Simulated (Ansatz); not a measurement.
Computed with PBE (plane waves to 420 eV, PAW; Ansatz, a program for electronic structure).

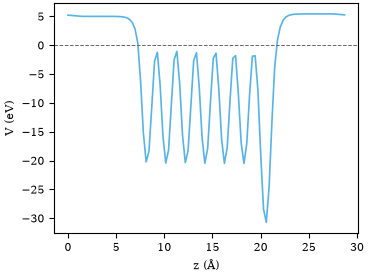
Figure: Planar average of the electrostatic potential across the slab, in eV from the Fermi level, for a constructed model of the (0001) surface of hcp Co, ferromagnetic, a pseudomorphic layer of Mo in the other hollow (bottom of the slab: a bare face, its two planes held)

Slab: 7 atoms, 12.6 Å thick at the start with caps and adatoms (thin: gaps and levels are the slab's own); k 17x17x1, smearing 0.1 eV, dipole-corrected; 2 atoms held, the rest relaxed; held to the start's symmetry, so lower structures may exist; spin-polarised, ending with about 9.4 μB a cell; orders that need a larger cell were not tried, no spin-orbit, no U. In PBE it is, or lies within 0.01 eV a 1x1 cell of, the lowest of the 2 structures of its composition computed so far; subsurface sites and larger cells were not tried.

The vacuum level lies 5.43 eV above the Fermi level over the top face and 5.00 eV above it under the bottom face.
